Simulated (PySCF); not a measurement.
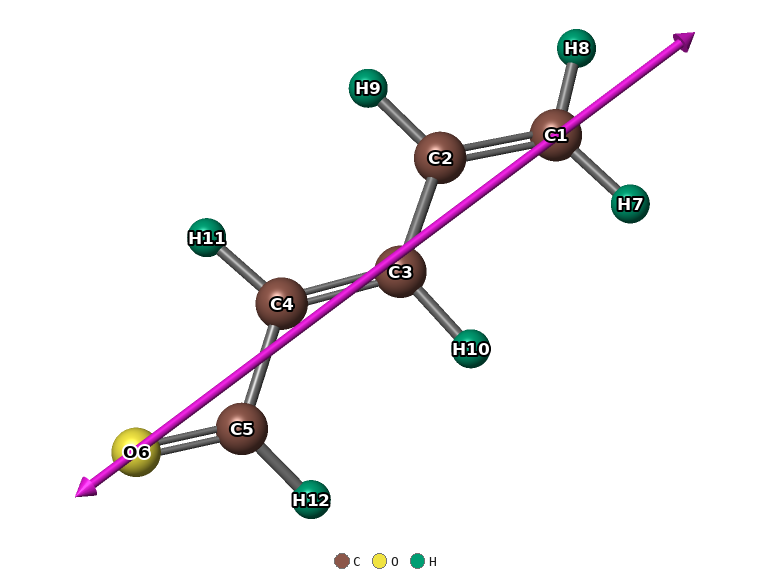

The double arrow shows the direction of the transition dipole to excited singlet state 2 (its length means nothing). Geometry: a frame of a GFN2-xTB molecular-dynamics simulation, not a minimum. Level of theory: TDDFT PBE0/def2-SVPD, vertical, gas phase, core orbitals frozen in the response (PySCF 2.14.0).

Question: How is the transition polarised?

Answer: Close to the long direction C1···O6.

Question: Where does the transition lie, and how strong is it?

Answer: 4.93 eV (251 nm), oscillator strength 0.78, mainly HOMO → LUMO (weight 0.96); transition dipole 6.46 D.
